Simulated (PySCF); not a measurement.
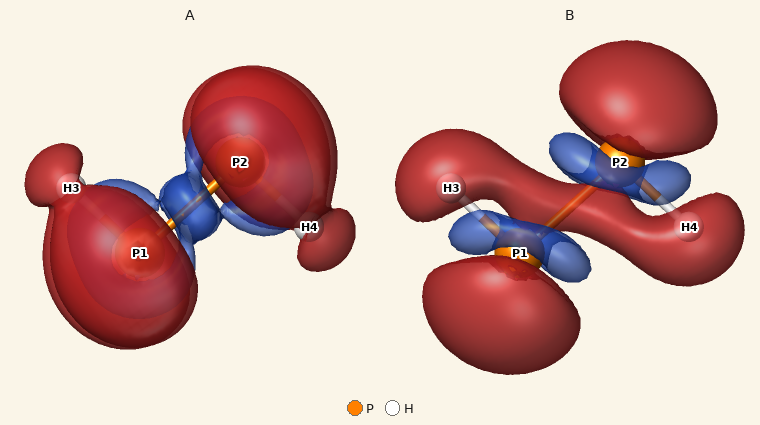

Figure. H$_{2}$P$_{2}$, SMILES `P=P`. The two Fukui functions at ±0.015 e/Å³ (red positive, blue negative).

Level of theory: PBE0/def2-TZVP (PySCF), at a geometry from GFN2-xTB. No frequency check shows the geometry to be a minimum. GFN2-xTB bond lengths at metals and heavier atoms can be off by up to 0.1 Å and shapes distorted, which carries into these values.

Geometry (Å), atoms numbered from 1:

```
P1       1.0021    0.1072    0.0000
P2      -1.0021   -0.1072    0.0000
H3       1.2677   -1.2707    0.0000
H4      -1.2677    1.2707    0.0000
```

Q: Which panel is f⁻ (electron removed) and which f⁺ (electron added)?

A: A is f⁺, B is f⁻. f⁻ (Hirshfeld-condensed) is largest on P1 and P2 (0.41 each); the vertical ionisation energy is 9.66 eV. f⁺ (Hirshfeld-condensed) is largest on P1 and P2 (0.43 each); the vertical electron affinity is 0.82 eV (the stability of the anion's solution wasn't checked; the anion's highest orbital has positive energy, so this value and f⁺ depend on the basis).

Q: What chemical potential and hardness follow from the two energies?

A: μ = −(I + A)/2 = −5.24 eV and η = I − A = 8.85 eV.
